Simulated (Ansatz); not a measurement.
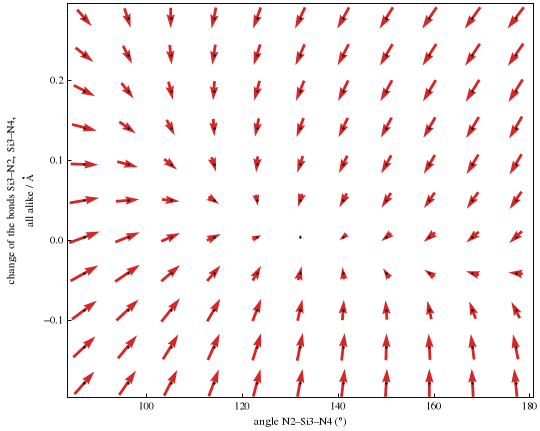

BH4N2Si, SMILES BN=[Si+]N, charge +1. 
- The first coordinate is: angle N2–Si3–N4; the second: change of the bonds Si3–N2, Si3–N4, all alike.
- Nothing is relaxed (all other coordinates rigid).
- The grid has 11 × 11 points.
- Points are written as (first, second).
- The calculation used RKS PBE0-D4/def2-SVP in Ansatz.

Drawn: dots at the grid points, arrows along the force (downhill), their lengths compressed.

The arrows alone are given. Where is the energy lowest?

Answer. The arrows converge at about (132°, 0.000 Å) (read from the interpolated surface).

The energy map of the same scan:

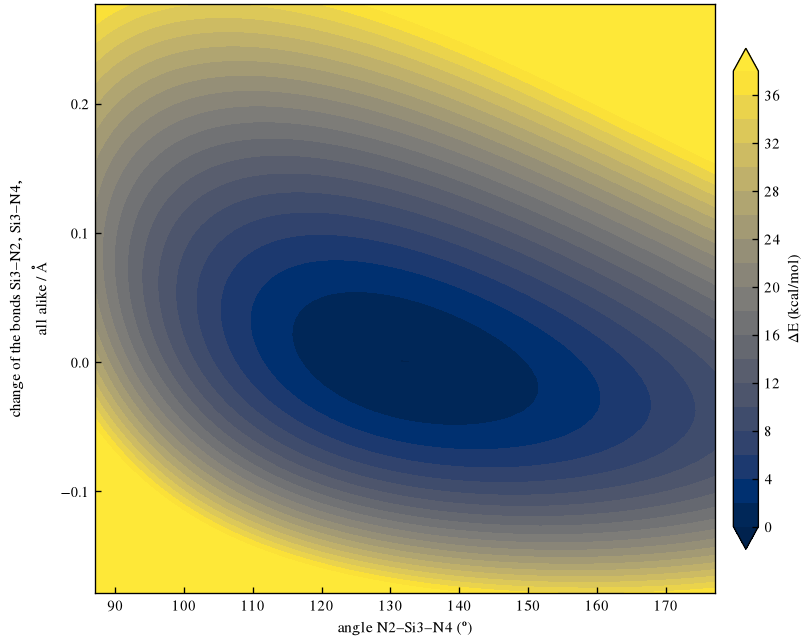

Energies are in kcal/mol, from the lowest grid point; between grid points the surface is interpolated.
